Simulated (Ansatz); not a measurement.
# C₂OSi (SMILES [C]=C=[Si]=O): what the fields show

| atom | x (Å) | y (Å) | z (Å) |
| --- | --- | --- | --- |
| C | 0.0000 | 0.0000 | -2.1719 |
| C | 0.0000 | 0.0000 | -0.8944 |
| O | 0.0000 | 0.0000 | 2.2906 |
| Si | 0.0000 | 0.0000 | 0.7757 |

Geometry: PBE0-D3(BJ)/def2-SVP.

Theory: Ansatz, isolated molecule in a Gaussian basis; Kohn-Sham density functional theory, functional PBE0.

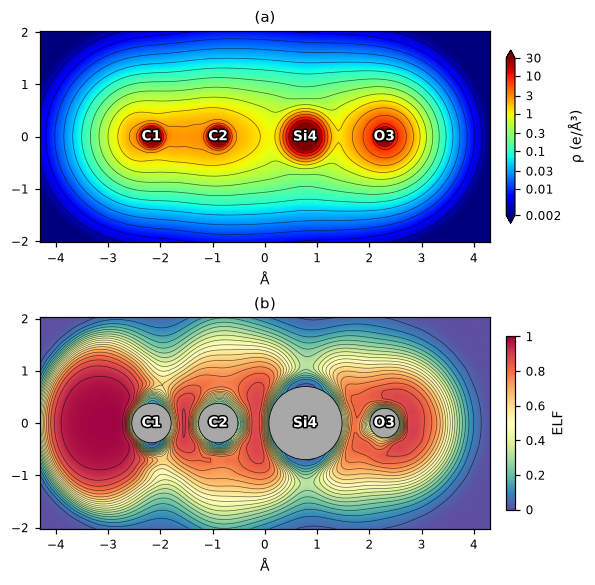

Figure 1. (a) total electron density; (b) electron localisation function on a plane that holds the molecular axis. Grey discs cover the atomic cores in the ELF map.

Q: Interpret the plot.

A:
- Atoms in the plane: C, O and Si.
- C–C (1.28 Å): the density is about 2.6 e/Å³ at the midpoint; the ELF peaks at about 0.90 between the atoms (a short, multiple covalent bond).
- Si–O (1.51 Å): ρ at the midpoint is about 1.5 e/Å³; the ELF peaks at about 0.80 in the valence shell of O, 0.5 Å from its nucleus, and is about 0.45 at the midpoint.
- C–Si (1.67 Å): the density is about 1.2 e/Å³ at the midpoint; the ELF peaks at about 0.85 between the atoms, as expected for a covalent bond.
- The ELF also peaks beside O3 and C1, away from the bonds: lone-pair regions.

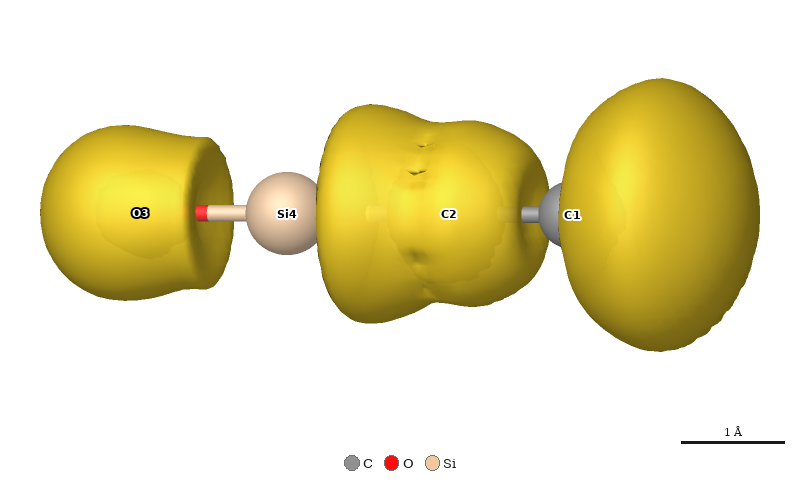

Figure 2. Isosurface of the electron localisation function at 0.75 (yellow), seen from one side. Core shells and regions of very low density are left out.

Q: Identify the bonds, lone pairs and shells in this picture.

A: The surface consists of one region on C in which the atom's valence shell and bonds are merged, one lobe on C, pointing away from the bonds (lone pairs) and one region wrapped around O (its lone pairs, merged into a ring or cap).

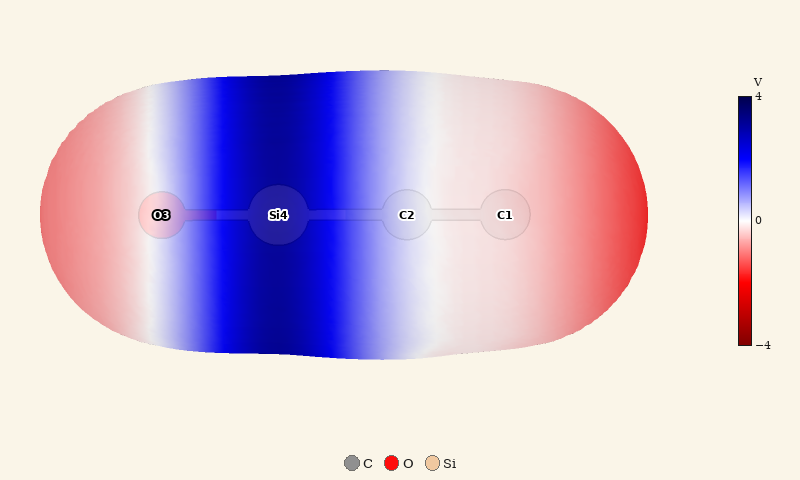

Figure 3. The electrostatic potential painted on the density surface at 0.002 e/bohr³, seen at a tilt; red is negative and blue positive.

Q: Describe the electrostatic potential map.

A: The most negative region (about −1.7 V, or −39 kcal/mol for a unit charge) lies over C1, the most positive (about +3.1 V, or +71 kcal/mol for a unit charge) over Si4.

Q: What dipole moment does the calculation give?

A: Its dipole moment is 1.69 D.

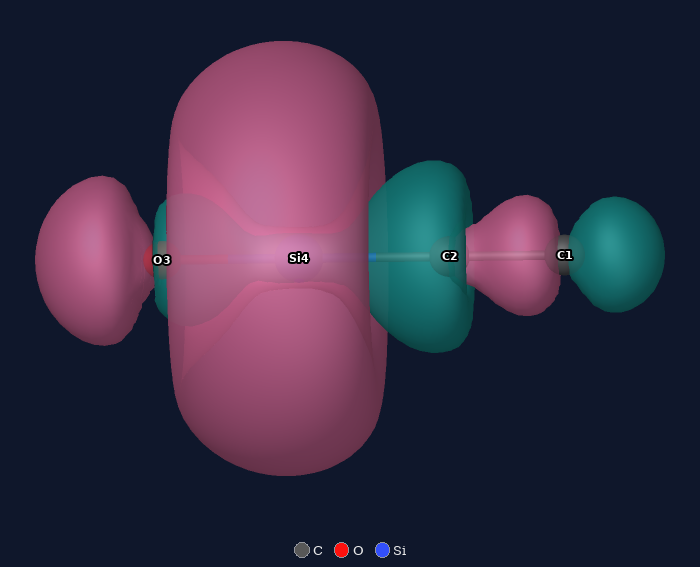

Figure 4. One frontier orbital at ±0.06 Å⁻³ᐟ² (teal and pink are the two phases), seen from one side.

Q: Which orbital is it: HOMO or LUMO?

A: The LUMO, at −3.31 eV. Its weight (Hirshfeld) is mainly on Si4 (about 65 %), O3 (about 15 %) and C2 (about 15 %); it is of σ type.
